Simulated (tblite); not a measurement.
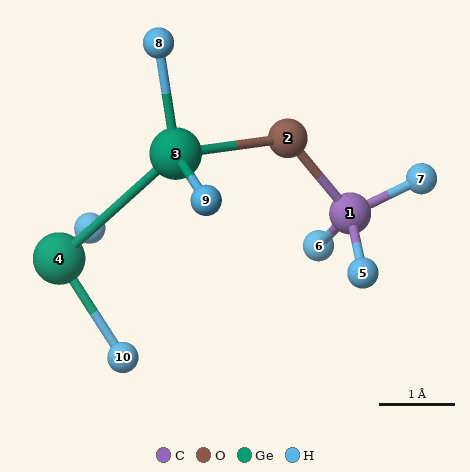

Figure 1. The input geometry (ball-and-stick view, seen at a tilt; atoms are numbered from 1 in the order of the input). Sticks mark near contacts. Bond lengths as drawn: C–H 1.09 Å, C–O 1.40 Å, Ge–Ge 2.49 Å, Ge–H 1.52 to 1.58 Å and Ge–O 1.77 Å.

## Geometry relaxation of CH7Ge2O (part 1 of 4)

CH7Ge2O, multiplicity 2, computed with IPEA1-xTB, R-SCC, ALPB solvent thf (tblite 0.8.0).

The run did not end well. The geometry comes from this level: GFN2-xTB.

### Input (script.py)
```python
# IPEA1-xTB geometry optimisation with ASE
import json
import numpy as np
from ase import Atoms
from ase.units import Bohr
from tblite.ase import TBLite
from ase.units import Debye
from ase.optimize import FIRE2

atoms = Atoms(["C", "O", "Ge", "Ge", "H", "H", "H", "H", "H", "H", "H"], positions=Bohr * np.array([
    [-0.269475, 3.062377, 0.430045],
    [-1.654342, 0.944882, 1.232876],
    [-0.585872, -2.216384, 1.485665],
    [1.122554, -3.582770, -2.670693],
    [1.614204, 3.122621, 1.273543],
    [-0.079595, 3.079876, -1.627016],
    [-1.317933, 4.740435, 1.011892],
    [-3.024129, -3.258625, 2.596843],
    [1.398303, -2.223679, 3.638989],
    [3.392909, -1.658480, -2.858041],
    [-0.596643, -2.010272, -4.514083],
]))
start = atoms.get_positions()

atoms.calc = TBLite(
    method="IPEA1-xTB",
    multiplicity=2,
    solvation=("alpb", "thf"),
    verbosity=0,
)
opt = FIRE2(atoms, trajectory="opt.traj", logfile="-")
done = opt.run(fmax=0.01, steps=300)
print("converged:", done, "after", opt.nsteps, "steps")
print(f"E: {atoms.get_potential_energy():.6f} eV")
print(f"Dipole: {np.linalg.norm(atoms.get_dipole_moment()) / Debye:.4f} D")
print("Charges:", np.round(atoms.get_charges(), 4))
print("Final positions (angstrom):")
for a in atoms:
    print(f"{a.symbol:<2} {a.x:12.6f} {a.y:12.6f} {a.z:12.6f}")
print(f"largest displacement {np.linalg.norm(atoms.positions - start, axis=1).max():.4f} angstrom")
json.dump(dict(energy=atoms.get_potential_energy(), forces=atoms.get_forces().tolist(), dipole=atoms.get_dipole_moment().tolist(), charges=atoms.get_charges().tolist(),
               symbols=atoms.get_chemical_symbols(), start=start.tolist(), final=atoms.positions.tolist(), success=bool(done)), open("results.json", "w"))
```

Hardware: 1 thread of AMD EPYC (Zen 5), 192 GiB of memory available, shared host.

Run as:
```bash
python script.py
```

### The program's output
```
Step     Time          Energy          fmax
FIRE2:    0 18:06:51     -423.488509        1.920192
FIRE2:    1 18:06:51     -423.569881        1.598376
FIRE2:    2 18:06:51     -423.668799        0.962718
FIRE2:    3 18:06:51     -423.715969        0.593921
FIRE2:    4 18:06:51     -423.716686        0.971193
FIRE2:    5 18:06:51     -423.724973        0.785708
FIRE2:    6 18:06:51     -423.731910        0.655751
FIRE2:    7 18:06:51     -423.740102        0.496198
FIRE2:    8 18:06:51     -423.748056        0.355704
FIRE2:    9 18:06:51     -423.755014        0.326274
FIRE2:   10 18:06:51     -423.761027        0.289580
FIRE2:   11 18:06:51     -423.766628        0.263598
FIRE2:   12 18:06:51     -423.772364        0.254939
FIRE2:   13 18:06:51     -423.778409        0.247068
FIRE2:   14 18:06:52     -423.784485        0.223546
FIRE2:   15 18:06:52     -423.790106        0.185978
FIRE2:   16 18:06:52     -423.794953        0.155676
FIRE2:   17 18:06:52     -423.799142        0.139490
FIRE2:   18 18:06:52     -423.802876        0.113421
FIRE2:   19 18:06:52     -423.806027        0.083335
FIRE2:   20 18:06:52     -423.808459        0.069838
FIRE2:   21 18:06:52     -423.810333        0.058437
FIRE2:   22 18:06:52     -423.811791        0.049714
FIRE2:   23 18:06:52     -423.812898        0.048259
FIRE2:   24 18:06:52     -423.813874        0.041904
FIRE2:   25 18:06:52     -423.814785        0.037567
FIRE2:   26 18:06:52     -423.815757        0.040304
FIRE2:   27 18:06:52     -423.816806        0.055320
FIRE2:   28 18:06:52     -423.817862        0.073775
FIRE2:   29 18:06:52     -423.818908        0.084484
FIRE2:   30 18:06:52     -423.819924        0.081282
FIRE2:   31 18:06:52     -423.820858        0.089933
FIRE2:   32 18:06:52     -423.821728        0.106662
FIRE2:   33 18:06:52     -423.822555        0.100140
FIRE2:   34 18:06:52     -423.823329        0.113578
FIRE2:   35 18:06:52     -423.824062        0.119730
FIRE2:   36 18:06:52     -423.824735        0.152168
FIRE2:   37 18:06:52     -423.825360        0.178697
FIRE2:   38 18:06:52     -423.825451        0.038249
FIRE2:   39 18:06:52     -423.825490        0.041662
FIRE2:   40 18:06:52     -423.825494        0.034531
FIRE2:   41 18:06:52     -423.825504        0.034453
FIRE2:   42 18:06:52     -423.825518        0.034335
FIRE2:   43 18:06:52     -423.825536        0.034205
FIRE2:   44 18:06:52     -423.825557        0.034043
FIRE2:   45 18:06:52     -423.825583        0.033885
FIRE2:   46 18:06:52     -423.825613        0.033704
FIRE2:   47 18:06:52     -423.825647        0.033577
FIRE2:   48 18:06:52     -423.825685        0.033422
FIRE2:   49 18:06:52     -423.825726        0.033315
FIRE2:   50 18:06:52     -423.825772        0.033211
FIRE2:   51 18:06:52     -423.825821        0.033100
FIRE2:   52 18:06:52     -423.825874        0.033004
FIRE2:   53 18:06:52     -423.825931        0.032879
FIRE2:   54 18:06:52     -423.825991        0.032778
FIRE2:   55 18:06:52     -423.826055        0.032649
FIRE2:   56 18:06:52     -423.826122        0.032487
FIRE2:   57 18:06:52     -423.826193        0.032338
FIRE2:   58 18:06:52     -423.826267        0.032174
FIRE2:   59 18:06:52     -423.826344        0.031979
FIRE2:   60 18:06:52     -423.826424        0.031826
FIRE2:   61 18:06:52     -423.826516        0.031637
FIRE2:   62 18:06:52     -423.826622        0.031401
FIRE2:   63 18:06:52     -423.826744        0.031198
FIRE2:   64 18:06:52     -423.826885        0.030946
FIRE2:   65 18:06:52     -423.827047        0.030651
FIRE2:   66 18:06:52     -423.827234        0.030313
FIRE2:   67 18:06:52     -423.827451        0.029948
FIRE2:   68 18:06:52     -423.827700        0.029541
FIRE2:   69 18:06:52     -423.827988        0.029115
FIRE2:   70 18:06:52     -423.828321        0.028583
FIRE2:   71 18:06:52     -423.828703        0.028075
FIRE2:   72 18:06:52     -423.829142        0.027330
FIRE2:   73 18:06:52     -423.829642        0.026656
FIRE2:   74 18:06:52     -423.830185        0.046758
FIRE2:   75 18:06:52     -423.830458        0.186267
FIRE2:   76 18:06:52     -423.830625        0.055077
FIRE2:   77 18:06:52     -423.830653        0.051277
FIRE2:   78 18:06:52     -423.830668        0.025161
FIRE2:   79 18:06:52     -423.830676        0.025157
FIRE2:   80 18:06:52     -423.830685        0.025108
FIRE2:   81 18:06:52     -423.830695        0.025078
FIRE2:   82 18:06:52     -423.830707        0.025057
FIRE2:   83 18:06:52     -423.830723        0.025015
FIRE2:   84 18:06:52     -423.830740        0.024985
FIRE2:   85 18:06:52     -423.830760        0.024960
FIRE2:   86 18:06:52     -423.830783        0.024930
FIRE2:   87 18:06:52     -423.830807        0.024895
FIRE2:   88 18:06:52     -423.830834        0.024840
FIRE2:   89 18:06:52     -423.830863        0.024819
FIRE2:   90 18:06:52     -423.830895        0.024784
FIRE2:   91 18:06:52     -423.830928        0.024725
FIRE2:   92 18:06:52     -423.830964        0.024684
FIRE2:   93 18:06:52     -423.831003        0.024605
FIRE2:   94 18:06:52     -423.831043        0.024569
FIRE2:   95 18:06:52     -423.831086        0.024511
FIRE2:   96 18:06:52     -423.831131        0.024425
FIRE2:   97 18:06:52     -423.831178        0.024372
FIRE2:   98 18:06:52     -423.831228        0.024282
FIRE2:   99 18:06:52     -423.831284        0.024212
FIRE2:  100 18:06:52     -423.831350        0.024119
FIRE2:  101 18:06:52     -423.831426        0.023987
FIRE2:  102 18:06:52     -423.831514        0.023870
FIRE2:  103 18:06:52     -423.831615        0.023722
FIRE2:  104 18:06:52     -423.831733        0.023518
FIRE2:  105 18:06:52     -423.831869        0.023322
FIRE2:  106 18:06:52     -423.832028        0.023085
FIRE2:  107 18:06:52     -423.832211        0.022803
FIRE2:  108 18:06:52     -423.832424        0.022475
FIRE2:  109 18:06:52     -423.832669        0.022112
FIRE2:  110 18:06:52     -423.832938        0.040079
FIRE2:  111 18:06:52     -423.833129        0.119844
FIRE2:  112 18:06:52     -423.833163        0.041101
FIRE2:  113 18:06:52     -423.833186        0.021367
FIRE2:  114 18:06:52     -423.833186        0.021366
FIRE2:  115 18:06:52     -423.833189        0.021373
FIRE2:  116 18:06:52     -423.833193        0.021353
FIRE2:  117 18:06:52     -423.833198        0.021359
FIRE2:  118 18:06:52     -423.833205        0.021322
FIRE2:  119 18:06:52     -423.833213        0.021308
FIRE2:  120 18:06:52     -423.833222        0.021289
FIRE2:  121 18:06:52     -423.833232        0.021270
FIRE2:  122 18:06:52     -423.833244        0.021242
FIRE2:  123 18:06:52     -423.833257        0.021235
FIRE2:  124 18:06:52     -423.833271        0.021203
FIRE2:  125 18:06:52     -423.833287        0.021195
FIRE2:  126 18:06:52     -423.833304        0.021182
FIRE2:  127 18:06:52     -423.833322        0.021150
FIRE2:  128 18:06:52     -423.833342        0.021133
FIRE2:  129 18:06:52     -423.833362        0.021082
FIRE2:  130 18:06:52     -423.833384        0.021071
FIRE2:  131 18:06:52     -423.833408        0.021047
FIRE2:  132 18:06:52     -423.833432        0.020997
FIRE2:  133 18:06:52     -423.833458        0.020970
FIRE2:  134 18:06:52     -423.833484        0.020905
FIRE2:  135 18:06:52     -423.833516        0.020884
FIRE2:  136 18:06:52     -423.833551        0.020837
FIRE2:  137 18:06:52     -423.833593        0.020756
FIRE2:  138 18:06:52     -423.833641        0.020702
FIRE2:  139 18:06:52     -423.833697        0.020603
FIRE2:  140 18:06:52     -423.833763        0.020532
FIRE2:  141 18:06:52     -423.833839        0.020430
FIRE2:  142 18:06:52     -423.833927        0.020279
FIRE2:  143 18:06:52     -423.834031        0.020140
FIRE2:  144 18:06:52     -423.834152        0.019968
FIRE2:  145 18:06:52     -423.834292        0.019757
FIRE2:  146 18:06:52     -423.834457        0.019492
FIRE2:  147 18:06:52     -423.834649        0.019215
FIRE2:  148 18:06:52     -423.834872        0.018909
FIRE2:  149 18:06:52     -423.835127        0.018539
FIRE2:  150 18:06:52     -423.835310        0.115879
FIRE2:  151 18:06:52     -423.835225        0.239418
FIRE2:  152 18:06:52     -423.835618        0.033276
FIRE2:  153 18:06:52     -423.835558        0.104731
FIRE2:  154 18:06:52     -423.835617        0.057310
FIRE2:  155 18:06:52     -423.835636        0.033862
FIRE2:  156 18:06:52     -423.835649        0.017801
FIRE2:  157 18:06:52     -423.835654        0.018762
FIRE2:  158 18:06:52     -423.835660        0.027594
FIRE2:  159 18:06:52     -423.835671        0.023986
FIRE2:  160 18:06:52     -423.835685        0.017735
FIRE2:  161 18:06:52     -423.835698        0.017724
FIRE2:  162 18:06:52     -423.835710        0.017714
FIRE2:  163 18:06:52     -423.835724        0.017691
FIRE2:  164 18:06:52     -423.835740        0.017671
FIRE2:  165 18:06:52     -423.835757        0.017634
FIRE2:  166 18:06:52     -423.835774        0.017624
FIRE2:  167 18:06:52     -423.835794        0.017591
FIRE2:  168 18:06:52     -423.835814        0.017574
FIRE2:  169 18:06:52     -423.835836        0.017547
FIRE2:  170 18:06:52     -423.835859        0.017503
FIRE2:  171 18:06:52     -423.835883        0.017472
FIRE2:  172 18:06:52     -423.835909        0.017423
FIRE2:  173 18:06:52     -423.835936        0.017396
FIRE2:  174 18:06:52     -423.835964        0.017344
FIRE2:  175 18:06:52     -423.835997        0.017306
FIRE2:  176 18:06:52     -423.836035        0.017230
FIRE2:  177 18:06:52     -423.836079        0.017187
FIRE2:  178 18:06:52     -423.836131        0.017117
FIRE2:  179 18:06:52     -423.836191        0.017006
FIRE2:  180 18:06:52     -423.836261        0.016900
FIRE2:  181 18:06:52     -423.836342        0.016734
FIRE2:  182 18:06:53     -423.836437        0.016600
FIRE2:  183 18:06:53     -423.836548        0.016416
FIRE2:  184 18:06:53     -423.836676        0.016184
FIRE2:  185 18:06:53     -423.836819        0.028327
FIRE2:  186 18:06:53     -423.836928        0.082534
FIRE2:  187 18:06:53     -423.837059        0.097854
FIRE2:  188 18:06:53     -423.837097        0.022478
FIRE2:  189 18:06:53     -423.837106        0.019500
FIRE2:  190 18:06:53     -423.837107        0.015415
FIRE2:  191 18:06:53     -423.837109        0.015401
FIRE2:  192 18:06:53     -423.837112        0.015405
FIRE2:  193 18:06:53     -423.837115        0.015384
FIRE2:  194 18:06:53     -423.837120        0.015392
FIRE2:  195 18:06:53     -423.837125        0.015386
FIRE2:  196 18:06:53     -423.837131        0.015370
FIRE2:  197 18:06:53     -423.837138        0.015337
FIRE2:  198 18:06:53     -423.837146        0.015353
FIRE2:  199 18:06:53     -423.837155        0.015335
FIRE2:  200 18:06:53     -423.837164        0.015298
FIRE2:  201 18:06:53     -423.837175        0.015307
FIRE2:  202 18:06:53     -423.837186        0.015300
FIRE2:  203 18:06:53     -423.837198        0.015270
FIRE2:  204 18:06:53     -423.837211        0.015263
FIRE2:  205 18:06:53     -423.837225        0.015223
FIRE2:  206 18:06:53     -423.837239        0.015222
FIRE2:  207 18:06:53     -423.837255        0.015203
FIRE2:  208 18:06:53     -423.837271        0.015167
FIRE2:  209 18:06:53     -423.837288        0.015150
FIRE2:  210 18:06:53     -423.837306        0.015113
FIRE2:  211 18:06:53     -423.837326        0.015086
FIRE2:  212 18:06:53     -423.837350        0.015036
FIRE2:  213 18:06:53     -423.837378        0.015000
FIRE2:  214 18:06:53     -423.837410        0.014925
FIRE2:  215 18:06:53     -423.837447        0.014887
FIRE2:  216 18:06:53     -423.837490        0.014830
FIRE2:  217 18:06:53     -423.837541        0.014729
FIRE2:  218 18:06:53     -423.837600        0.014650
FIRE2:  219 18:06:53     -423.837669        0.014545
FIRE2:  220 18:06:53     -423.837749        0.014399
FIRE2:  221 18:06:53     -423.837843        0.014275
FIRE2:  222 18:06:53     -423.837953        0.014092
FIRE2:  223 18:06:53     -423.838078        0.017820
FIRE2:  224 18:06:53     -423.838178        0.071359
FIRE2:  225 18:06:53     -423.838247        0.116590
FIRE2:  226 18:06:53     -423.838320        0.026279
FIRE2:  227 18:06:53     -423.838324        0.032353
FIRE2:  228 18:06:53     -423.838329        0.015148
FIRE2:  229 18:06:53     -423.838332        0.013326
FIRE2:  230 18:06:53     -423.838335        0.013311
FIRE2:  231 18:06:53     -423.838338        0.013307
FIRE2:  232 18:06:53     -423.838342        0.013298
FIRE2:  233 18:06:53     -423.838347        0.013295
FIRE2:  234 18:06:53     -423.838352        0.013299
FIRE2:  235 18:06:53     -423.838358        0.013290
FIRE2:  236 18:06:53     -423.838365        0.013276
FIRE2:  237 18:06:53     -423.838372        0.013271
FIRE2:  238 18:06:53     -423.838381        0.013265
FIRE2:  239 18:06:53     -423.838390        0.013273
FIRE2:  240 18:06:53     -423.838399        0.013245
FIRE2:  241 18:06:53     -423.838410        0.013231
FIRE2:  242 18:06:53     -423.838421        0.013229
FIRE2:  243 18:06:53     -423.838432        0.013205
FIRE2:  244 18:06:53     -423.838445        0.013199
FIRE2:  245 18:06:53     -423.838458        0.013173
FIRE2:  246 18:06:53     -423.838472        0.013149
FIRE2:  247 18:06:53     -423.838487        0.013131
FIRE2:  248 18:06:53     -423.838502        0.013112
FIRE2:  249 18:06:53     -423.838520        0.013097
FIRE2:  250 18:06:53     -423.838540        0.013057
FIRE2:  251 18:06:53     -423.838564        0.013024
FIRE2:  252 18:06:53     -423.838591        0.012980
FIRE2:  253 18:06:53     -423.838623        0.012921
FIRE2:  254 18:06:53     -423.838660        0.012872
FIRE2:  255 18:06:53     -423.838704        0.012819
FIRE2:  256 18:06:53     -423.838754        0.012753
FIRE2:  257 18:06:53     -423.838814        0.012658
FIRE2:  258 18:06:53     -423.838883        0.012581
FIRE2:  259 18:06:53     -423.838964        0.012453
FIRE2:  260 18:06:53     -423.839059        0.012350
FIRE2:  261 18:06:53     -423.839163        0.026939
FIRE2:  262 18:06:53     -423.839221        0.088175
FIRE2:  263 18:06:53     -423.839252        0.025978
FIRE2:  264 18:06:53     -423.839258        0.021390
FIRE2:  265 18:06:53     -423.839261        0.012114
FIRE2:  266 18:06:53     -423.839262        0.012110
FIRE2:  267 18:06:53     -423.839264        0.012110
FIRE2:  268 18:06:53     -423.839266        0.012108
FIRE2:  269 18:06:53     -423.839269        0.012110
FIRE2:  270 18:06:53     -423.839273        0.012127
FIRE2:  271 18:06:53     -423.839277        0.012096
FIRE2:  272 18:06:53     -423.839281        0.012090
FIRE2:  273 18:06:53     -423.839286        0.012094
FIRE2:  274 18:06:53     -423.839292        0.012078
FIRE2:  275 18:06:53     -423.839298        0.012078
FIRE2:  276 18:06:53     -423.839305        0.012069
FIRE2:  277 18:06:53     -423.839312        0.012054
FIRE2:  278 18:06:53     -423.839320        0.012047
FIRE2:  279 18:06:53     -423.839328        0.012041
FIRE2:  280 18:06:53     -423.839337        0.012047
FIRE2:  281 18:06:53     -423.839347        0.012021
FIRE2:  282 18:06:53     -423.839357        0.012010
FIRE2:  283 18:06:53     -423.839367        0.012009
FIRE2:  284 18:06:53     -423.839378        0.011988
FIRE2:  285 18:06:53     -423.839390        0.011983
FIRE2:  286 18:06:53     -423.839404        0.011965
FIRE2:  287 18:06:53     -423.839419        0.011945
FIRE2:  288 18:06:53     -423.839437        0.011927
FIRE2:  289 18:06:53     -423.839458        0.011910
FIRE2:  290 18:06:53     -423.839483        0.011892
FIRE2:  291 18:06:53     -423.839511        0.011857
FIRE2:  292 18:06:53     -423.839545        0.011818
FIRE2:  293 18:06:53     -423.839584        0.011791
FIRE2:  294 18:06:53     -423.839630        0.011757
FIRE2:  295 18:06:53     -423.839684        0.011713
FIRE2:  296 18:06:53     -423.839747        0.011670
FIRE2:  297 18:06:53     -423.839822        0.011619
FIRE2:  298 18:06:53     -423.839908        0.011538
FIRE2:  299 18:06:53     -423.839985        0.050937
FIRE2:  300 18:06:53     -423.840030        0.095085
converged: False after 300 steps
E: -423.840030 eV
Dipole: 3.8555 D
Charges: [ 0.0512 -0.2082 -0.1298 -0.2796  0.0819  0.081   0.0908  0.0805  0.0839
  0.0726  0.0758]
Final positions (angstrom):
C     -0.113640     1.731942     0.268509
O     -0.877958     0.544530     0.379144
Ge    -0.256493    -1.136084     0.729106
Ge     0.607088    -1.970528    -1.284869
H      0.819049     1.699518     0.844922
H      0.125944     1.947370    -0.780530
H     -0.729987     2.556040     0.644481
H     -1.491978    -1.824812     1.240993
H      0.720905    -1.129140     1.877130
H      1.642996    -0.895639    -1.619945
H     -0.445935    -1.523207    -2.298931
largest displacement 0.4859 angstrom
```

### Trajectory as extended XYZ (Å, eV, eV/Å), 71 of the 301 frames kept, from step=0 to step=300
```
11
Properties=species:S:1:pos:R:3:forces:R:3 step=0 energy=-423.48851
C    -0.1426    1.6205    0.2276   -0.0202   0.2527   0.3087
O    -0.8754    0.5000    0.6524   -0.4835   0.4201  -0.4137
Ge   -0.3100   -1.1729    0.7862    0.8547  -0.9924  -0.5295
Ge    0.5940   -1.8959   -1.4133   -0.5148   1.4671   1.1269
H     0.8542    1.6524    0.6739    0.2936   0.0696   0.0348
H    -0.0421    1.6298   -0.8610    0.0319   0.1452  -0.2706
H    -0.6974    2.5085    0.5355   -0.0191   0.1545  -0.0732
H    -1.6003   -1.7244    1.3742    0.5410  -0.1732  -0.2213
H     0.7399   -1.1767    1.9257   -0.4291  -0.2999  -0.6939
H     1.7954   -0.8776   -1.5124   -0.6071  -0.5620   0.1856
H    -0.3157   -1.0638   -2.3887    0.3524  -0.4818   0.5463
11
Properties=species:S:1:pos:R:3:forces:R:3 step=4 energy=-423.71669
C    -0.1387    1.6388    0.2274   -0.1055   0.0129   0.1069
O    -0.9057    0.5139    0.6196    0.1372   0.0777  -0.1371
Ge   -0.2782   -1.2192    0.7545   -0.4188   0.6980   0.5297
Ge    0.5527   -1.8089   -1.3243    0.2064  -0.6067  -0.4708
H     0.8683    1.6582    0.6759   -0.1825   0.0083  -0.0314
H    -0.0368    1.6515   -0.8656    0.1037   0.2200  -0.1159
H    -0.6970    2.5299    0.5309    0.1252   0.0125  -0.0316
H    -1.5428   -1.7486    1.3486   -0.0678  -0.4201  -0.0045
H     0.7177   -1.2090    1.8758    0.2518  -0.2149   0.0876
H     1.7625   -0.9106   -1.4925    0.2374   0.1484   0.1377
H    -0.3020   -1.0960   -2.3503   -0.2872   0.0637  -0.0705
11
Properties=species:S:1:pos:R:3:forces:R:3 step=9 energy=-423.75501
C    -0.1409    1.6389    0.2278    0.0160   0.0774  -0.0966
O    -0.9017    0.5154    0.6171   -0.0666   0.0698  -0.1106
Ge   -0.2890   -1.1980    0.7663    0.0040   0.2124  -0.0495
Ge    0.5590   -1.8287   -1.3376   -0.0217  -0.0825   0.0940
H     0.8629    1.6583    0.6754   -0.0375   0.0167   0.0178
H    -0.0339    1.6575   -0.8676    0.0681   0.1872  -0.0127
H    -0.6939    2.5302    0.5305    0.0305   0.0894   0.0022
H    -1.5478   -1.7608    1.3497    0.0052  -0.3252  -0.0255
H     0.7263   -1.2143    1.8803    0.1154  -0.1824  -0.0389
H     1.7699   -0.9054   -1.4888    0.0037  -0.0151   0.1399
H    -0.3109   -1.0932   -2.3533   -0.1170  -0.0476   0.0797
```
